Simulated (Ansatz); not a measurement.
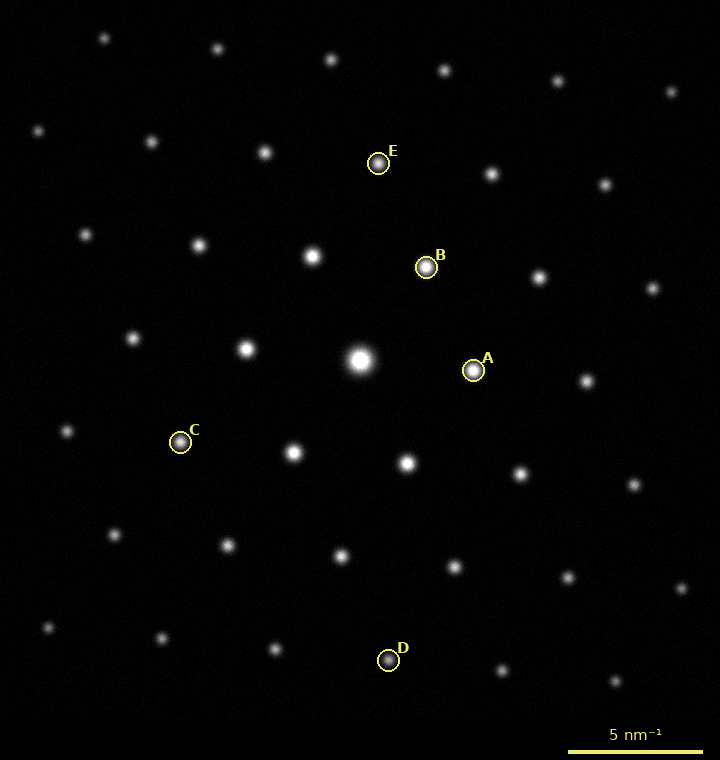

Computed electron diffraction pattern, 100 kV, single scattering only, B = 0.3 Å². The zone axis points towards the electron source and the pattern is seen from the source side.

Ta, space group Im-3m (No. 229), a = 3.31 Å. Structure: the input geometry of an electronic-structure calculation (not necessarily at equilibrium).

```
Ta
1.0
     3.31000    0.00000    0.00000
     0.00000    3.31000    0.00000
     0.00000    0.00000    3.31000
Ta
2
Cartesian
  0.0000 0.0000 0.0000
  1.6550 1.6550 1.6550
```

Spot A is indexed -1 0 1 and spot B 0 -1 1.

Give hkl for C, D, E.

Answer. C = −A − B = 1 1 -2 (d = 1.351 Å). D = 2A − 3B = -2 3 -1 (d = 0.885 Å). E = −A + 2B = 1 -2 1 (d = 1.351 Å).

Find the zone axis.

Answer. The cross product of A and B is parallel to [111]; every spot obeys hu + kv + lw = 0.

What are the spacings of A and B and the angle between them?

Answer. d(A) = 2.341 Å, d(B) = 2.341 Å, and the angle is 60.0°.
